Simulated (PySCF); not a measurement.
**Core-level calculation of C₂H₅F₃OSi**

C₂H₅F₃OSi, computed with delta-SCF UKS HF, pcX-2 on the ionised atom, pcseg-1 elsewhere, spin-free X2C (PySCF 2.14.0).

Figures and captions count atoms from 1; the log counts them from 0 in places.

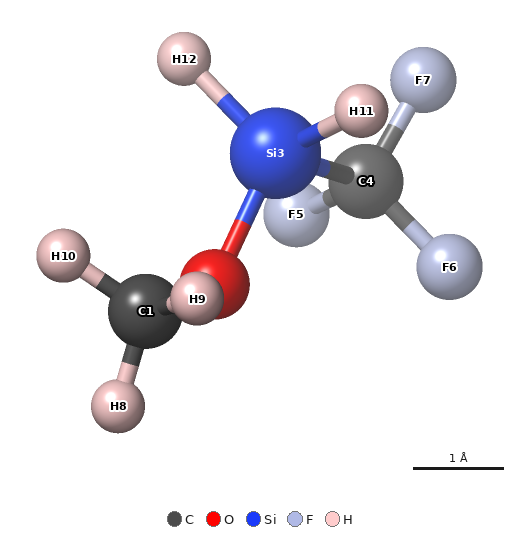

*The structure as given in the input (ball-and-stick view, seen at a tilt; atoms are numbered from 1 in the order of the input).*

Bond lengths as drawn: C–F 1.34 Å, C–H 1.10 Å, C–O 1.40 Å, C–Si 1.92 Å, H–Si 1.49 Å and O–Si 1.65 Å.

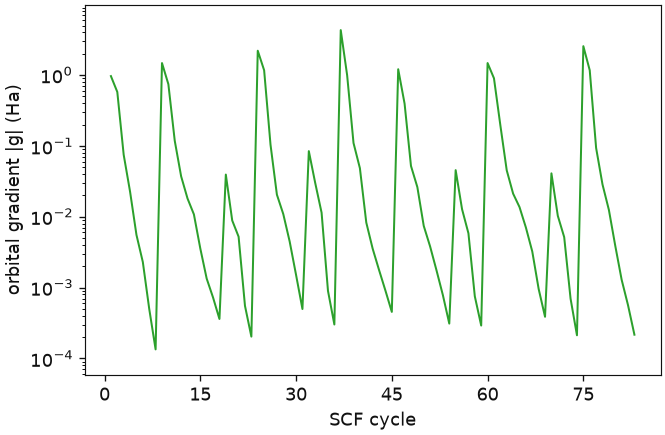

*Convergence of the self-consistent field: orbital gradient |g| against the SCF cycle.*

All cycles printed in the log are drawn one after another.

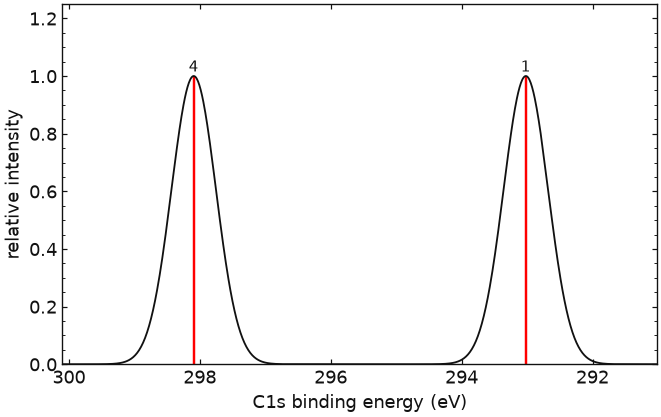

*C1s binding energies by ΔSCF of the atoms computed, labelled by atom number, with a Gaussian envelope of 0.8 eV full width.*

They run from 293.02 eV (atom 1) to 298.09 eV (atom 4).

The input that produced these results follows, with the program's output.

### Input file
```
{"job": {"kind": "xps", "xc": "HF"}, "charge": 0, "multiplicity": 1}
C      2.169967    -0.051856    -0.036730
O      0.797946    -0.336252    -0.084701
Si    -0.393584     0.399444     0.788467
C     -2.035823    -0.380020     0.156047
F     -2.112896    -1.694746     0.397155
F     -2.207453    -0.203182    -1.159602
F     -3.077932     0.201188     0.776713
H      2.690840    -0.724385    -0.733517
H      2.384670     0.988771    -0.339876
H      2.590399    -0.213041     0.972317
H     -0.462330     1.867550     0.534796
H     -0.290572     0.124527     2.250323
```

The first line tells a small driver script what to run in PySCF; the rest is the geometry in Å.

Command:
```bash
OMP_NUM_THREADS=1 python <driver script> task.json out
```

### Log
```
ground state, core basis on atom 0 (C), 158 functions
  cycle   1  E = -741.32524186  |g| = 9.68e-01
  cycle   2  E = -741.47554470  |g| = 5.78e-01
  cycle   3  E = -741.53331565  |g| = 7.51e-02
  cycle   4  E = -741.53510894  |g| = 2.26e-02
  cycle   5  E = -741.53528883  |g| = 5.55e-03
  cycle   6  E = -741.53529961  |g| = 2.29e-03
  cycle   7  E = -741.53530124  |g| = 5.01e-04
  cycle   8  E = -741.53530135  |g| = 1.34e-04
  E(ground) = -741.53530135 Eh
hole in C 1s of atom 0
  cycle   1  E = -730.22880115  |g| = 1.48e+00
  cycle   2  E = -730.58652411  |g| = 7.44e-01
[... 8 cycles left out ...]
  E(ion) = -730.76705728 Eh   <S^2> = 0.7931   hole on atom = 1.000   binding energy = 293.019 eV
ground state, core basis on atom 1 (O), 158 functions
[... 5 cycles left out ...]
  E(ground) = -741.57120660 Eh
hole in O 1s of atom 1
[... 8 cycles left out ...]
  E(ion) = -721.80026455 Eh   <S^2> = 0.7682   hole on atom = 1.000   binding energy = 537.995 eV
ground state, core basis on atom 2 (Si), 169 functions
[... 5 cycles left out ...]
  E(ground) = -741.61112347 Eh
hole in Si 1s of atom 2
[... 9 cycles left out ...]
  E(ion) = -673.65402704 Eh   <S^2> = 0.7544   hole on atom = 1.000   binding energy = 1849.207 eV
hole in Si 2p of atom 2
[... 9 cycles left out ...]
  E(ion) = -737.64093040 Eh   <S^2> = 0.7597   hole on atom = 1.002   binding energy = 108.034 eV
  2p3/2 = 107.845 eV   2p1/2 = 108.440 eV
ground state, core basis on atom 3 (C), 158 functions
[... 5 cycles left out ...]
  E(ground) = -741.55122307 Eh
hole in C 1s of atom 3
[... 10 cycles left out ...]
  E(ion) = -730.59647598 Eh   <S^2> = 0.8088   hole on atom = 1.000   binding energy = 298.094 eV
ground state, core basis on atom 4 (F), 158 functions
[... 4 cycles left out ...]
  cycle   5  E = -741.58974380  |g| = 2.12e-04
  E(ground) = -741.58974380 Eh
hole in F 1s of atom 4
  cycle   1  E = -715.23473544  |g| = 2.56e+00
  cycle   2  E = -715.89482704  |g| = 1.17e+00
  cycle   3  E = -716.11691531  |g| = 9.36e-02
  cycle   4  E = -716.11915351  |g| = 2.86e-02
  cycle   5  E = -716.11947301  |g| = 1.25e-02
  cycle   6  E = -716.11957974  |g| = 3.89e-03
  cycle   7  E = -716.11959309  |g| = 1.29e-03
  cycle   8  E = -716.11959520  |g| = 5.63e-04
  cycle   9  E = -716.11959581  |g| = 2.16e-04
  E(ion) = -716.11959581 Eh   <S^2> = 0.7619   hole on atom = 1.000   binding energy = 693.078 eV
```

### Summary

| quantity | value |
| --- | --- |
| outcome | converged |
| hardware | 1 CPU thread, shared host |
| wall time | 36 s |
| peak memory | 0.71 GiB |
